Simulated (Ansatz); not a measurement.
BrH5O2Si2 (SMILES O[SiH](Br)O[SiH3])

```xyz
10

O    -0.3076    0.0065    2.4574
Si   -0.8656    0.3338    0.9687
Br   -0.4111    2.4494    0.4390
O    -0.1968   -0.6045   -0.1640
Si    0.6991   -0.6383   -1.5433
H     0.5914    0.2492    2.6851
H    -2.3197    0.1388    1.0087
H     2.0671   -0.1311   -1.2695
H     0.0585    0.1947   -2.5902
H     0.7679   -2.0497   -1.9889
```

Geometry: PBE0-D4/def2-TZVP.

Theory: RKS PBE0-D4/def2-TZVPP in Ansatz 0.2.0.

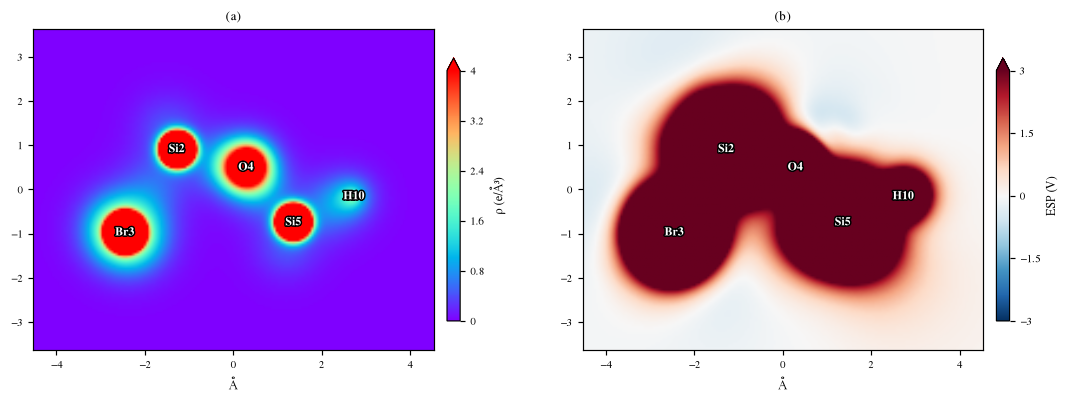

Figure 1. (a) electron density; (b) molecular electrostatic potential on the plane of atoms Br3, Si2 and O4.

Read the bonding off the picture.

The plane passes through Si, Br, O and H nuclei.
Si–O (1.62 Å): ρ is about 1.2 e/Å³ halfway.
Si–Br (2.23 Å): the density is about 0.78 e/Å³ at the midpoint.
Si–H (1.48 Å): the density is about 0.83 e/Å³ at the midpoint.
Outside the dense part of the molecule the potential is most negative (−0.5 V) near O4.

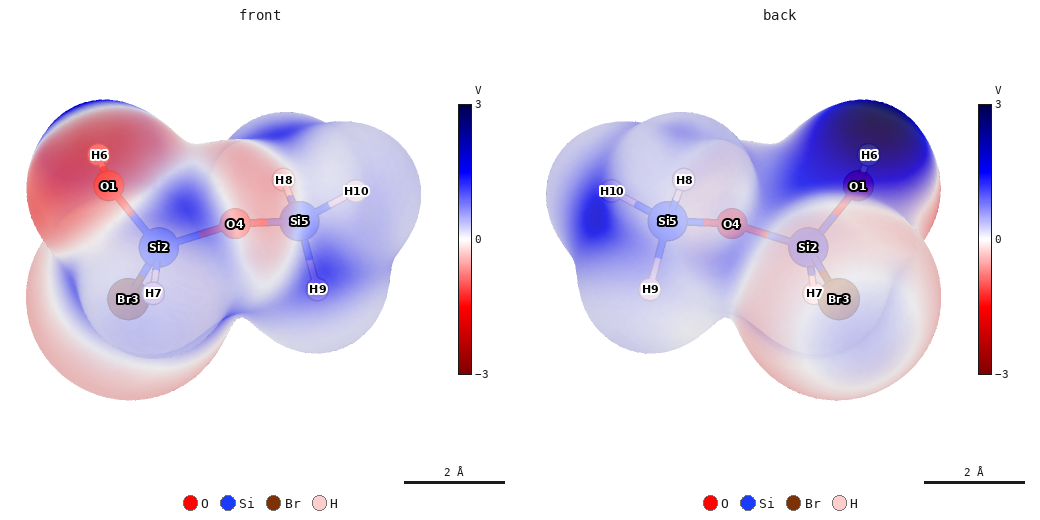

Figure 2. The molecular electrostatic potential painted on the density surface at 0.002 e/bohr³, seen from the front and from behind; red is negative and blue positive.

Where is the surface potential most negative and most positive?

The most negative region (about −1.0 V) lies over O1, the most positive (about +2.9 V) over H6. Br3 shows a σ-hole: about +0.3 V at the tip opposite its bond, against about −0.2 V on its flanks. O1 is the likeliest acceptor of a hydrogen bond.

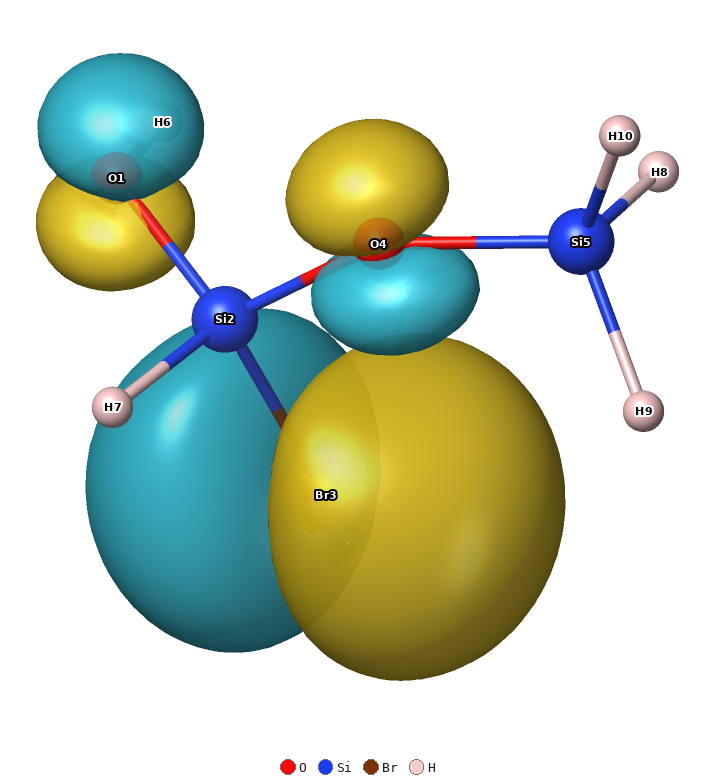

Figure 3. The HOMO at ±0.08 Å⁻³ᐟ² (yellow and cyan are the two phases), seen at a tilt.

Describe this orbital and give its energy.

By Hirshfeld shares it lies mainly on Br3 (about 80 %) and O1 (about 5 %); largely a lone pair of Br3. Its energy is −8.60 eV.
